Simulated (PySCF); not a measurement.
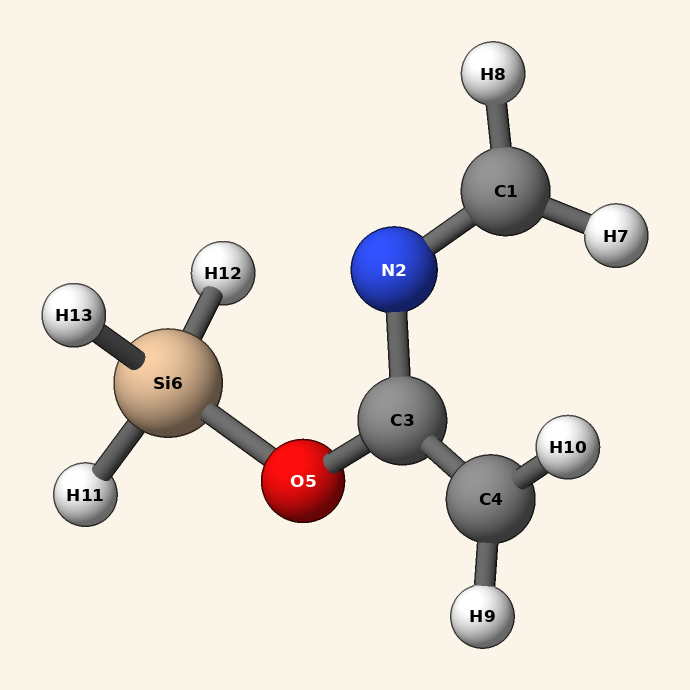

Computed geometry: PBE0-D3(BJ)/def2-SVP optimisation. No frequency run is at hand to confirm it as a minimum. Properties computed with GIAO ωB97X-D/pcSseg-1 NMR shielding, non-relativistic, gas phase (PySCF 2.14.0). Principal shieldings σ11 ≤ σ22 ≤ σ33, span Ω = σ33 − σ11, skew κ = 3(σiso − σ22)/Ω.

Give the shielding tensors of the O atoms.

```json
{"atom": "O5", "σ11": "162.2", "σ22": "250.8", "σ33": "260.2", "σiso": "224.4", "Ω": "98.1", "κ": "−0.81"}
```

Shieldings and span in ppm.
